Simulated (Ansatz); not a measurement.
# Nb wire along [111], 13 atoms a period: bands along the axis, part 2 of 2

Wanted: the relaxed geometry and the bands of the Nb wire along [111], 13 atoms a period.

Ansatz 0.2.0; DFT PBE, plane waves, PAW; relaxation of a wire's period; PAW set soft_1 (the session's first sound run).

So far: Starting point; Relaxing the period.

**2. Relaxing the period (continued)**

Step by step:

| step | energy less that of the first step (eV) | largest force component (eV/Å) | pressure (GPa) | volume (Å³) |
| --- | --- | --- | --- | --- |
| 1 | 0.0000 | 1.8004 | -5.12 | 690.67 |
| 2 | -2.1130 | 0.5765 | -0.21 | 658.00 |
| 3 | -2.3722 | 0.2633 | 0.47 | 646.26 |
| 4 | -2.5650 | 0.1935 | 0.18 | 633.24 |
| 5 | -2.5070 | 0.3557 | 0.33 | 622.55 |
| 6 | -2.6018 | 0.0238 | -0.12 | 627.42 |
| 7 | -2.6022 | 0.0041 | -0.04 | 627.38 |
| 8* | -2.6001 | 0.0041 | -0.04 | 627.38 |

Relaxation steps marked * repeat the geometry before them on a plane-wave basis chosen anew for their cell, so energy and pressure can jump there. Relaxation step 5 was tried and not accepted.

Forces are held to the 4 operations that the run works with; a distortion that breaks them can't arise in this run.

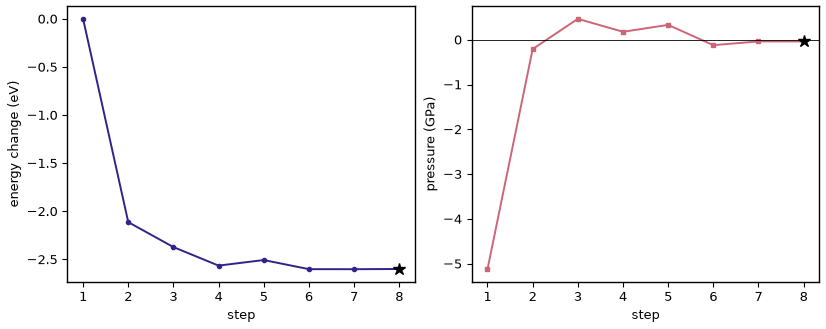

Energy and pressure along the relaxation. Stars mark steps on a basis chosen anew.

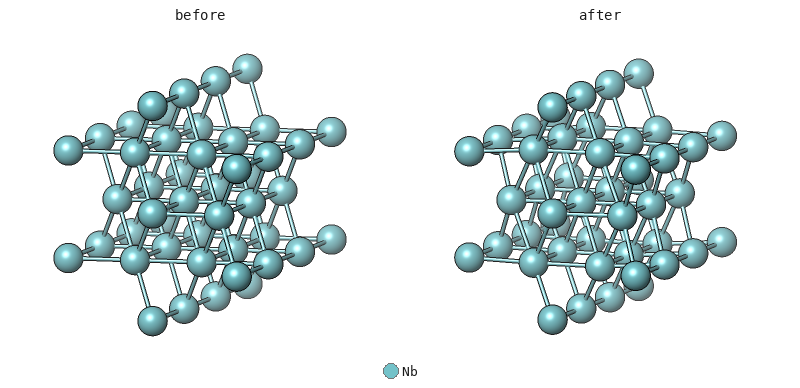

The structure before and after the relaxation, drawn at the same scale.

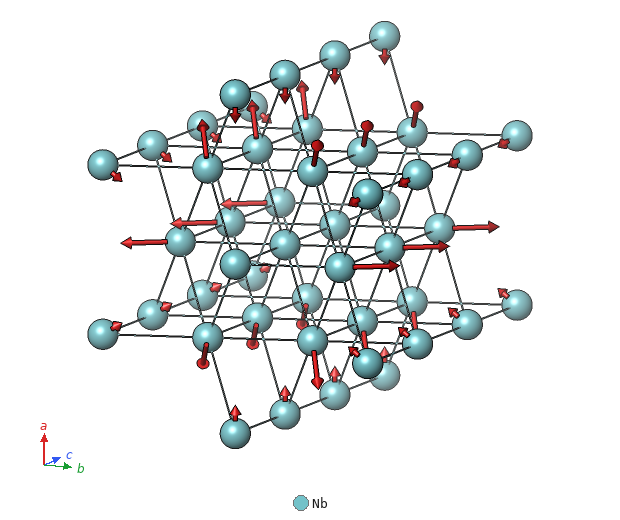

Displacements in the relaxation, exaggerated, measured against the changing cell; the longest in the cell stands for 0.18 Å. 1×1×3 cells are drawn. Some periodic images of atoms are drawn too.

| cell as run | before | after | change |
| --- | --- | --- | --- |
| c (Å) | 2.867 | 2.604 | -9.2 % |

The atoms that moved most (Å, along periodic axes as changes of fractional coordinates times the final cell, across vacuum about the mean position):

| atom | dx | dy | dz | length |
| --- | --- | --- | --- | --- |
| Nb9 | 0.000 | -0.142 | -0.104 | 0.176 |
| Nb6 | 0.000 | 0.142 | 0.104 | 0.176 |
| Nb8 | -0.119 | 0.072 | -0.099 | 0.171 |
| Nb5 | -0.119 | -0.072 | 0.099 | 0.171 |
| Nb10 | 0.119 | 0.072 | -0.099 | 0.171 |
| Nb7 | 0.119 | -0.072 | 0.099 | 0.171 |
| Nb13 | -0.062 | 0.000 | 0.000 | 0.062 |
| Nb1 | 0.062 | 0.000 | 0.000 | 0.062 |

Final coordinates:

```cif
data_structure
_symmetry_space_group_name_H-M 'P 1'
_symmetry_Int_Tables_number 1
_cell_length_a 16.1620
_cell_length_b 14.9080
_cell_length_c 2.6038
_cell_angle_alpha 90.000
_cell_angle_beta 90.000
_cell_angle_gamma 90.000
_cell_volume 627.38
loop_
_atom_site_label
_atom_site_type_symbol
_atom_site_fract_x
_atom_site_fract_y
_atom_site_fract_z
_atom_site_occupancy
Nb1 Nb 0.21420 0.50000 0.00000 1
Nb2 Nb 0.35699 0.76882 0.00158 1
Nb3 Nb 0.50000 0.50000 0.00000 1
Nb4 Nb 0.64301 0.76882 0.00158 1
Nb5 Nb 0.34779 0.40454 0.37133 1
Nb6 Nb 0.50000 0.69081 0.37310 1
Nb7 Nb 0.65221 0.40454 0.37133 1
Nb8 Nb 0.34779 0.59546 0.62867 1
Nb9 Nb 0.50000 0.30919 0.62690 1
Nb10 Nb 0.65221 0.59546 0.62867 1
Nb11 Nb 0.35699 0.23118 0.99842 1
Nb12 Nb 0.64301 0.23118 0.99842 1
Nb13 Nb 0.78580 0.50000 0.00000 1
```

This step gave:

- energy at zero smearing: -59164.8166 eV
- cell length along the wire: 2.604 Å

The cell's length comes to 2.604 Å with spin left out.

**3. The perfect wire**

This step: DFT PBE, plane waves, PAW; bands of a perfect wire; PAW set soft_1 (Ansatz 0.2.0).

At the relaxed period the bands are computed along the axis; those that cross an energy going forward count the channels that a perfect wire would open there.

Input file input.yaml:

```yaml
crystal:
  lattice:
    - [16.162, 0.0, 0.0]
    - [0.0, 14.908, 0.0]
    - [0.0, 0.0, 2.6038494606]
  atoms:
    - { symbol: Nb, position: [0.214197547, 0.5, 0.0] }
    - { symbol: Nb, position: [0.356985934, 0.768816222, 0.001577528] }
    - { symbol: Nb, position: [0.5, 0.5, 0.0] }
    - { symbol: Nb, position: [0.643014066, 0.768816222, 0.001577528] }
    - { symbol: Nb, position: [0.34779135, 0.404540333, 0.371329772] }
    - { symbol: Nb, position: [0.5, 0.690806183, 0.37310287] }
    - { symbol: Nb, position: [0.65220865, 0.404540333, 0.371329772] }
    - { symbol: Nb, position: [0.34779135, 0.595459667, 0.628670228] }
    - { symbol: Nb, position: [0.5, 0.309193817, 0.62689713] }
    - { symbol: Nb, position: [0.65220865, 0.595459667, 0.628670228] }
    - { symbol: Nb, position: [0.356985934, 0.231183778, 0.998422472] }
    - { symbol: Nb, position: [0.643014066, 0.231183778, 0.998422472] }
    - { symbol: Nb, position: [0.785802453, 0.5, 0.0] }
kpoints:
  mp_grid: { grid: [1, 1, 31] }
  band_path: { path: ["Γ", Z], npoints: 90 }
scf:
  occupations: { method: fermi_dirac, width: 0.05 }
hamiltonian:
  xc: pbe
  pseudopotentials: { kind: paw, azcp: { folder: soft_1 } }
output:
  dos: { e_range: [-5, 4] }
  write_potential: true
  write_density: true
  volumetric_format: npy
```

On the command line:

```sh
ansatz run input.yaml --threads 4 --pin off --max-ram 16384MiB --backend cpu --events-out ev --progress --plain --runs-dir out
```

Numbers of over 12 decimals in the logs are rounded to 6 here.

The program printed:

```text
[...]
Crystal: 13 atoms, lattice volume = 627.380 Å³
Basis set: ecut = 420 eV, 12327 PW (Γ)
Bands: 102, of which v1, the nominal top of the filled ones, is band 85 counted from 1 (84 counted from 0)
Symmetry: 4 space group operations
[...]
k-points: 16 of 31
[...]
SCF iter   1: F=—  HF=-59180.137285 eV  |F-HF|=—  |Δ(HF+E_count)|=         —  Δρ=5.73e-2  dr2=1.51e2  ethr=3.10e-3  ⟨swp⟩=9.4  Hψ=7879  notcnv=0  defer=16
[...]
SCF iter  12: F=-59164.873439 eV  HF=-59164.873439 eV  |F-HF|=1.53e-10  |Δ(HF+E_count)|=  2.98e-10  Δρ=7.01e-7  dr2=3.60e-9  ethr=5.92e-11  ⟨swp⟩=26.1  Hψ=6385  notcnv=0
SCF 1 converged in 12 iterations: F = -59164.873439 eV  dr2 = 3.60e-9
[...]
NSCF: frozen V_eff on 91 k-points
WARN: The output density's exchange-correlation potential varies sharply where the density is thin. Do not read a vacuum level from v_tot or v_xc, or from such a field of the output density. On a cell that repeats whose density bears no net charge and no dipole along the vacuum's axis use v_es (v_loc + v_h of the components); under efield.dipole_correction with no amplitude use v_es + v_field, which holds any externa [...]
SCF converged after 12 iterations
Free energy (F): -59164.873439 eV
[...]
Internal energy: -59164.751759 eV  (E = F + TS)
E sigma→0 (E₀):  -59164.812599 eV
Entropy (-TS):   -0.121680 eV (-9.360 meV/atom)
Fermi energy:    4.523788 eV
[...]
--- Band table (eV; the first three rows and the last of 16) ---
  k-point 0: bands = [... 81 lower, 3.6675, 3.7018, 3.8396, 4.0998, 4.1189, 4.4208, 4.4262, 4.5850, ... 13 higher]
  k-point 1: bands = [... 81 lower, 3.6588, 3.7067, 3.8444, 4.0943, 4.1119, 4.4063, 4.4112, 4.5930, ... 13 higher]
  k-point 2: bands = [... 81 lower, 3.6301, 3.7223, 3.8591, 4.0774, 4.0911, 4.3625, 4.3663, 4.6162, ... 13 higher]
  k-point 15: bands = [... 81 lower, 4.9961, 5.1192, 5.1202, 5.3236, 5.7644, 5.7670, 5.8520, 5.9672, ... 13 higher]
```

The job ended after 1.8 min (4 threads of Intel Xeon Platinum 8259CL at 2.50GHz (Skylake/Cascade Lake), shared host; peak memory 3.3 GiB).

Numbers from this step:

```yaml
energy_at_zero_smearing: -59164.8126 eV
band_gap: 0 eV
```

The electronic bands at the labelled points (eV, zero at the Fermi level; # counts the bands kept):

| point | #29 | #30 | #31 | #32 | #33 | #34 | #35 | #36 |
| --- | --- | --- | --- | --- | --- | --- | --- | --- |
| Γ | -1.06 | -0.86 | -0.82 | -0.68 | -0.42 | -0.40 | -0.10 | -0.10 |
| Z | 0.49 | 0.49 | 0.61 | 0.61 | 0.78 | 1.26 | 1.26 | 1.35 |

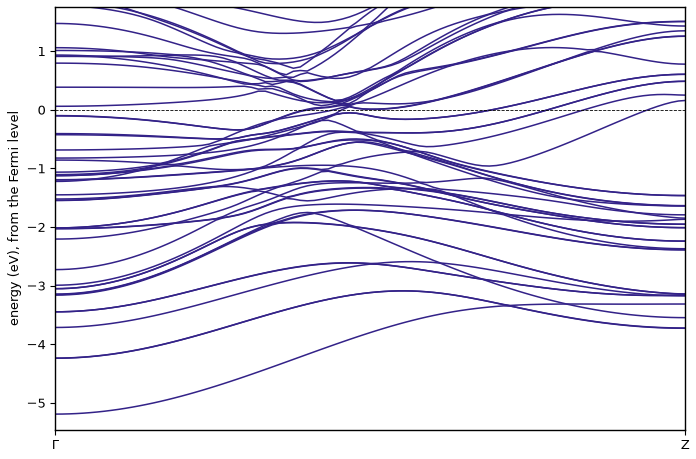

Electronic bands along the path.

Between Γ and Z the bands cross the Fermi level 10 times, so a perfect wire would conduct at least 10 G₀, with spin left out.

**4. Summary of results**

| Quantity | Value |
| --- | --- |
| cell length, PBE | 2.604 Å |
| ballistic conductance by band crossings, a lower bound, PBE | 10 G₀ |

What this shows: Under PBE the cell's length is 2.60 Å, and the bands cross the Fermi level 10 times between Γ and Z, which gives a perfect wire at least 10 G₀ (opposite crossings within one step of the path cancel in such a count). No spin was allowed, though thin wires with open d shells can turn magnetic.

[Logs are printed without paths, hosts, clocks, repeated set-up lines and the standing remarks that a program may print on its own settings, such as how far it seeks lower states.]

[Hosts, paths, dates, database ids (printed as entryN), source tags and the programs' standing remarks are cut or masked in the printed files.]
